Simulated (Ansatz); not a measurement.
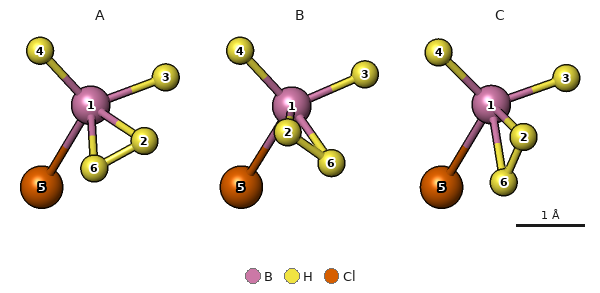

3 geometries from a converged minimum-energy path of BH4Cl, shuffled. A ball-and-stick model, seen from a free direction.

These are results of Ansatz 0.2.0, RKS LDA/def2-SVPD, not measurements. Run with 7 movable images; climbing image; force threshold 0.05 eV/Å; iteration limit 60; starting path through a guess of the saddle point.

Q: Which of them lies highest in energy?

A: C. In order along the path, whose images run from 0 to 8: B (image 1, +2.9 kJ/mol), C (image 4, +22.8 kJ/mol), A (image 6, +11.8 kJ/mol). No bond forms or breaks between the ends. Bond angles that change up to the highest image, for instance: H3–B1–H6 82.0° → 106.9°, Cl5–B1–H6 108.4° → 85.3°.

Cost: 81 s on 1 thread of Arm Neoverse V1, on a shared host, peak memory 0.12 GiB.
